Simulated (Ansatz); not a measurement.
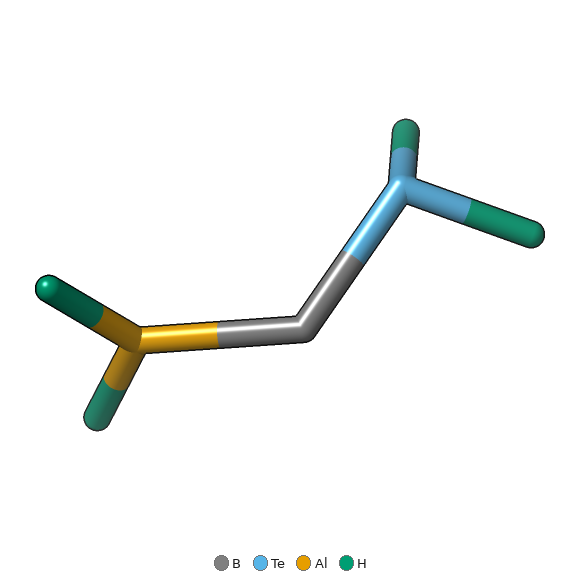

Every bond is drawn as one stick, whatever its order.

The geometry was computed by an optimisation with PBE0-D4/def2-TZVP. No frequency run is at hand to confirm it as a minimum.

Description:

It has 7 atoms: 1 aluminium, 1 boron, 4 hydrogen and 1 tellurium (AlBH4Te). This geometry has C1 symmetry. Coordination: 1 B bent; 1 Te trigonal pyramidal; 1 Al trigonal planar.

The parts below concern this one geometry. Atoms keep their numbers from picture to picture.

Shape

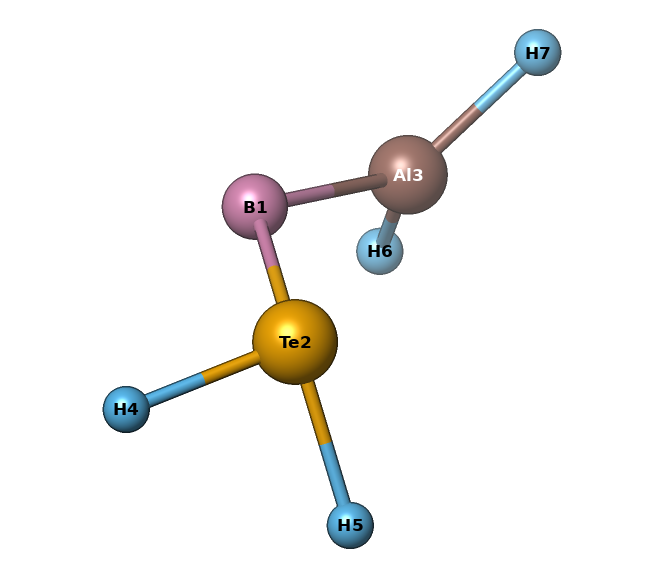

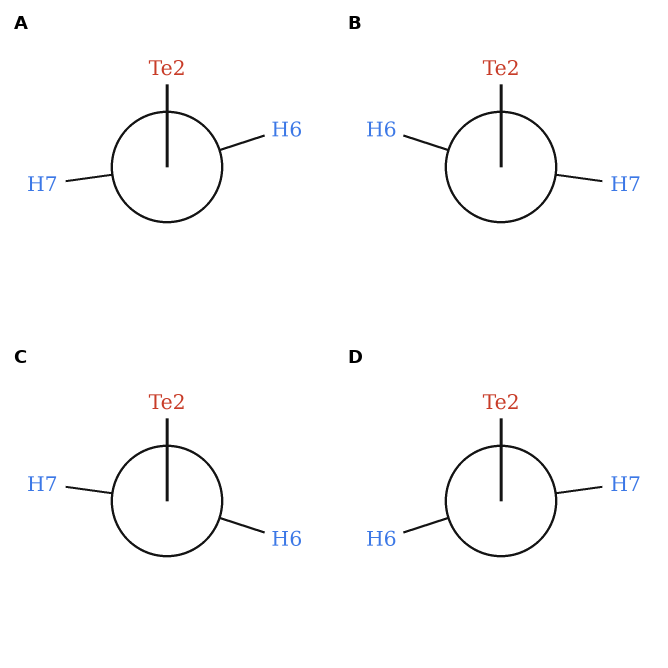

Atoms fade into the background with distance from the viewer. Bonds that would overlap in a projection are set slightly apart. No frequency run is at hand to confirm it as a minimum.

Which Newman projection shows the view along B1–Al3, with B1 in front?

C. The torsion angle Te2–B1–Al3–H6 is 108°, anticlinal.

Charges

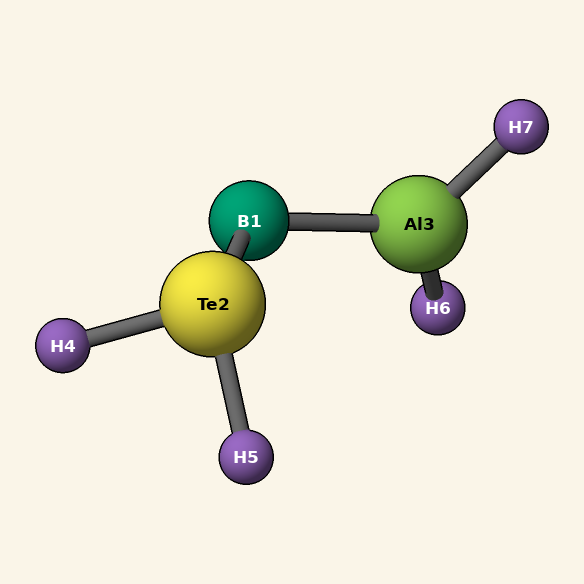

The questions are on Mulliken charges. No frequency run is at hand to confirm it as a minimum. Level of theory: RKS PBE0-D4/def2-TZVP, core potentials on Te (Ansatz 0.2.0).

Give the Mulliken charges atom by atom.

```tsv
atom	value (e)
B1	−0.28
Te2	0.21
Al3	0.16
H4	0.07
H5	0.04
H6	−0.10
H7	−0.10
```

Electronic properties

No frequency run is at hand to confirm it as a minimum. Properties computed with RKS PBE0-D4/def2-TZVPP, core potentials on Te (Ansatz 0.2.0).

What does the calculation give?

- HOMO energy (Kohn–Sham orbital): −5.42 eV
- LUMO energy (Kohn–Sham orbital): −2.73 eV
- HOMO–LUMO gap: 2.70 eV
- dispersion correction: −13.1 kJ/mol

Dipole moment

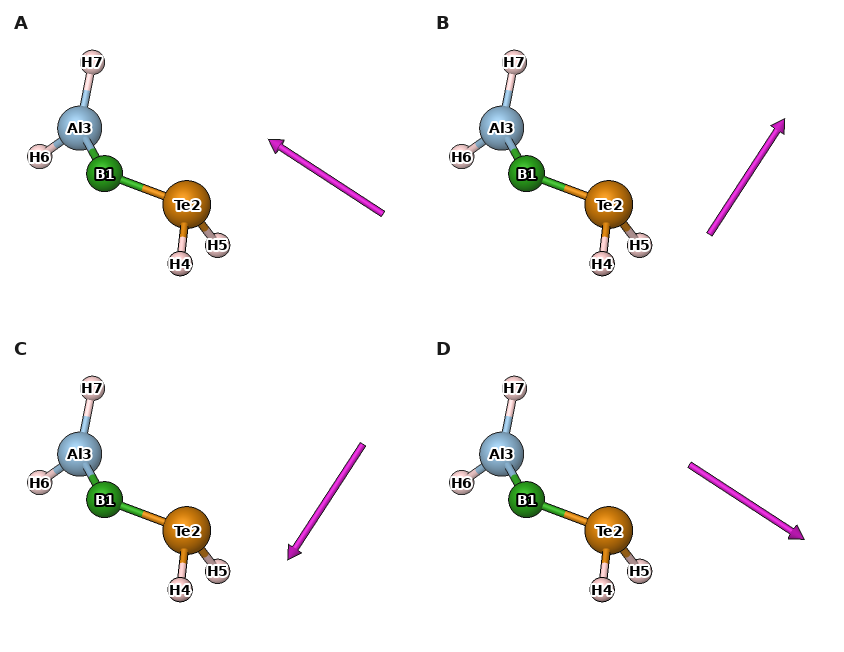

The same molecule four times, each with an arrow. No frequency run is at hand to confirm it as a minimum. Level of theory: RKS PBE0-D4/def2-TZVP, core potentials on Te (Ansatz 0.2.0).

Which arrow points along the dipole moment, from the negative to the positive end?

D. The dipole moment is 3.54 D; it points from the side of H6, H7 to the side of H5 (the outermost atoms at the two ends).

Mulliken values depend strongly on the basis set and can even reverse the polarity of a bond.
